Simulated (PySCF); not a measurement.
H₂AlIO₂, SMILES [OH][Al]([I])[OH] at its CAM-B3LYP/def2-SVP optimised geometry (Å):

```
6

Al    -0.2842    -0.2135     0.0000
I     -1.5635     1.8984     0.0000
O      1.3964    -0.2135     0.0000
H      1.9934     0.5365    -0.0144
O     -1.0544    -1.7069     0.0022
H     -1.9934    -1.8984     0.0244
```

Calculation: CAM-B3LYP/def2-TZVP, def2 effective core potentials past Kr run with PySCF 2.14.0. The core electrons that the potentials of I replace are not part of the density. Cells within 0.4 Å of a nucleus heavier than hydrogen are left out (blank, or x).

Map of the deformation density (molecule minus spherical neutral atoms) (e/bohr³) on the plane z = 0.0 Å:

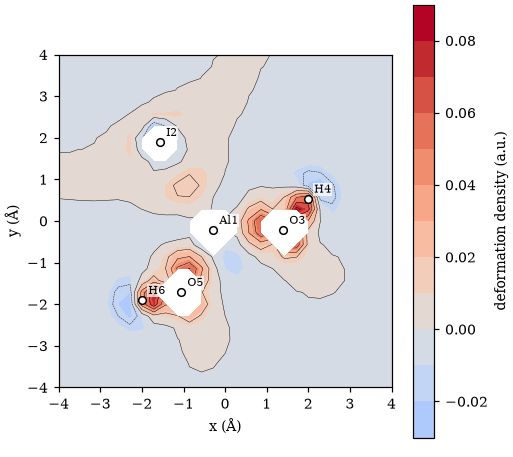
Figure. Deformation density (molecule minus spherical neutral atoms) (e/bohr³) on the plane z = 0.0 Å.
